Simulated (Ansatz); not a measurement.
# Y: x(Rb) = 0.625, 8 atoms, Pmm2

Start from Y in the hcp (Mg type) structure (space group P6_3/mmc, No. 194; a = 3.6826 Å, c = 5.6985 Å).

The other end (x = 1) is Rb in the hcp (Mg type) structure (space group P6_3/mmc, No. 194; a model cell, its experimental status unchecked): 95.54 Å³/atom, gap zero; this end may not be an ambient phase.

Now apply this change: a fraction x = 0.625 of the Y sites is given to Rb, ordered in a cell of 8 atoms (starting symmetry Pmm2) and fully relaxed.

Level of theory: Ansatz (a program for electronic structure), r2SCAN, PAW, cutoff 500 eV, scalar-relativistic without spin-orbit coupling. k-mesh 12×7×3 (Γ-centred); smearing 0.05 eV (Fermi–Dirac), for the changed cell.

```json
[
 {"quantity": "volume per atom", "base": "33.46 Å³", "changed": "56.54 Å³", "shift": "+23.073 Å³"},
 {"quantity": "density", "base": "4.41 g/cm³", "changed": "2.55 g/cm³", "shift": "-1.86 g/cm³"},
 {"quantity": "shortest interatomic distance", "base": "3.555 Å", "changed": "3.594 Å", "shift": "+0.039 Å"},
 {"quantity": "band gap", "base": "zero", "changed": "zero", "shift": "–"},
 {"quantity": "mixing energy (to 0.01 eV only: unlike meshes or grids) (against an end that may be hypothetical)", "base": "–", "changed": "+0.55 eV/atom", "shift": "–"},
 {"quantity": "deviation of the volume from the linear (Vegard-type) interpolation", "base": "–", "changed": "-21.8 %", "shift": "–"}
]
```

Final structure:

```xyz
8
Lattice="3.7722 0.0000 0.0000 0.0000 7.1164 0.0000 0.0000 0.0000 16.8485" Properties=species:S:1:pos:R:3 pbc="T T T"
Y      1.8861     0.0000    16.2491
Rb     0.0000     0.0000    12.0180
Rb     1.8861     0.0000     6.7570
Rb     0.0000     0.0000     2.9438
Rb     0.0000     3.5582    14.5110
Rb     1.8861     3.5582     8.9949
Y      0.0000     3.5582     4.4898
Y      1.8861     3.5582     1.4304
```

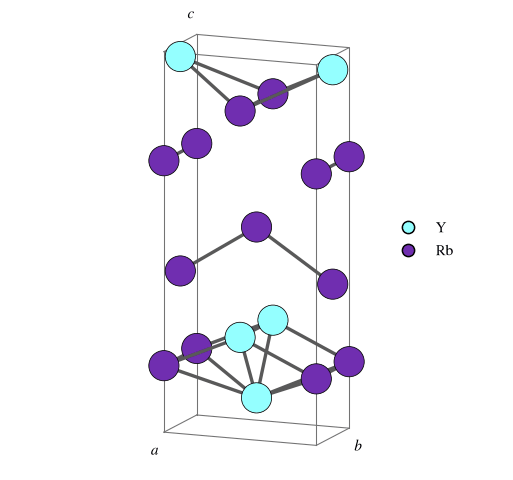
Figure. The relaxed conventional cell after the change

These are small ordered cells, not random alloys; other orderings at the same x differ. Whether these cells are dynamically stable was not tested. The final runs are not spin-polarised. Rb5Y3 has a high density of states at the Fermi level and may be magnetic at this level. Under x(Rb) = 0.625, 8 atoms, Pmm2 the cell changed shape so far that it is another structure. This is not the structure that Rb has at room temperature and ambient pressure.
